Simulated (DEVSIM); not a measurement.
System: TaN/HfO2/p-In0.53Ga0.47As capacitor, at 300 K.

```
layer (left to right)        material  thickness (nm)  Na (cm⁻³)
---------------------  --------------  --------------  ---------
1                                HfO2            3.00          -
2                      In0.53Ga0.47As           12000     2.4e15
```

Metal gate on the left, work function 4.4 eV. Fixed charge at the semiconductor interface -1.8e11 cm⁻² (in units of +e); no interface traps.

Constants are typed, rounded textbook-type inputs, not results; the design itself was drawn at random and stands for no fabricated device. Values at 300 K.

```
parameter      HfO2  In0.53Ga0.47As
-------------  ----  --------------
gap (eV)        5.7            0.74
affinity (eV)   2.5            4.51
permittivity     22            13.9
Nc (cm⁻³)         -          2.1e17
Nv (cm⁻³)         -          7.7e18
```

DEVSIM, 1D Poisson equation in equilibrium, Boltzmann statistics, complete ionisation; no quantum confinement or tunnelling. Metal contacts follow the ideal Schottky-Mott rule: no Fermi-level pinning, no interface dipoles.

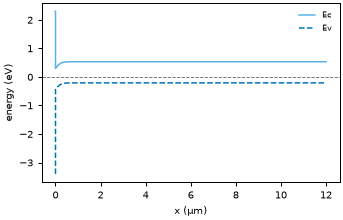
Figure: Band edges at -0.4 V on the gate

Energies count from the Fermi level of the right contact; mesh points crowd at the junctions.

```
x (μm)    Ec (eV)  Ev (eV)  n (cm⁻³)  p (cm⁻³)  field (V/cm)
--------  -------  -------  --------  --------  ------------
0.000       2.300   -3.400     < 1e2     < 1e2         22000
0.001087    2.302   -3.398     < 1e2     < 1e2         22000
0.002260    2.305   -3.395     < 1e2     < 1e2         22000
0.003311    0.297   -0.443    2.2e12    2.8e11         11000
0.006341    0.300   -0.440    1.9e12    3.2e11         11000
0.01234     0.307   -0.433    1.5e12    4.1e11         11000
0.02635     0.322   -0.418    8.0e11    7.4e11         11000
0.07686     0.372   -0.368    1.2e11    5.2e12          9100
0.1769      0.448   -0.292     6.2e9    9.6e13          6000
0.4103      0.521   -0.219     3.7e8    1.6e15          1000
0.9550      0.531   -0.209     2.5e8    2.4e15           ≈ 0
2.919       0.531   -0.209     2.5e8    2.4e15           ≈ 0
6.583       0.531   -0.209     2.5e8    2.4e15           ≈ 0
9.681       0.531   -0.209     2.5e8    2.4e15           ≈ 0
11.27       0.531   -0.209     2.5e8    2.4e15           ≈ 0
11.69       0.531   -0.209     2.5e8    2.4e15           ≈ 0
11.87       0.531   -0.209     2.5e8    2.4e15           ≈ 0
11.95       0.531   -0.209     2.5e8    2.4e15           ≈ 0
11.98       0.531   -0.209     2.5e8    2.4e15           ≈ 0
12.00       0.531   -0.209     2.5e8    2.4e15           ≈ 0
12.00       0.531   -0.209     2.5e8    2.4e15           ≈ 0
12.00       0.531   -0.209     2.5e8    2.4e15           ≈ 0
```
